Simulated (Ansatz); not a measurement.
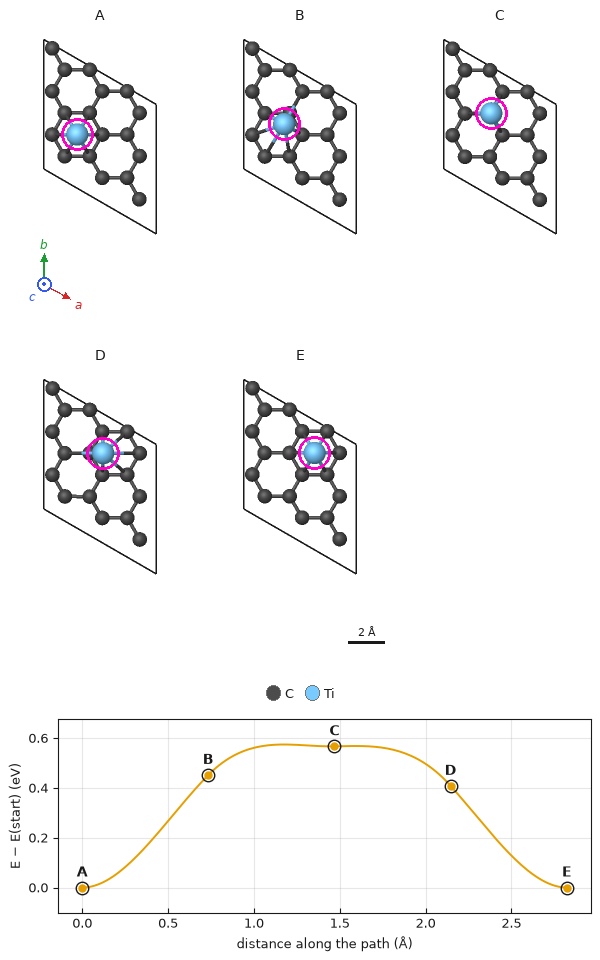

A nudged-elastic-band calculation for Ti on graphene monolayer (19 atoms in the cell). Images are numbered from 0 (start) to 4 (end). Frames A to E are images 0, 1, 2, 3, 4. The picture is a ball-and-stick view of the simulation cell, with the vacuum cut short (origin moved), seen along the c axis. The moving atom is ringed, with any periodic copies. Bonds to atoms that aren't drawn are left out.

Computed with Ansatz, DFT PBE, scalar-relativistic, plane waves, PAW. Set-up: plane-wave cutoff 420 eV; k-point mesh 2 × 2 × 1; Fermi-Dirac smearing 0.05 eV; spin collinear; 3 movable images; climbing image; force threshold 0.03 eV/Å; iteration limit 80; starting path by image-dependent pair potential.

Question: Describe the mechanism and the energy profile.

Answer: The adsorbate starts on a hollow site and hops by a lattice vector of the surface; other mechanisms, such as exchange with a surface atom, weren't searched. The Ti atom travels furthest, 2.47 Å from end to end, on a path that bends up to 0.67 Å away from the straight line. At the highest image its nearest neighbour (C) is 2.16 Å away, against 2.32 Å at the start, and the surrounding atoms stand up to 0.16 Å off the mean of their end positions. The two ends have the same energy, and the highest point, image 2, lies 0.57 eV above the start. The band converged in 23 iterations. The climbing image converged on the top of the path. A check of its curvatures didn't confirm a first-order saddle.

Limits of the set-up: the k-point mesh is coarse for a cell with partly filled bands; the periodic images lie only 7.4 Å apart, so the values are limited by the cell's size.

Cost: 11 min on 2 threads of Intel(R) Xeon(R) Platinum 8488C (Sapphire Rapids), with other jobs on the host, peak memory 1.8 GiB.
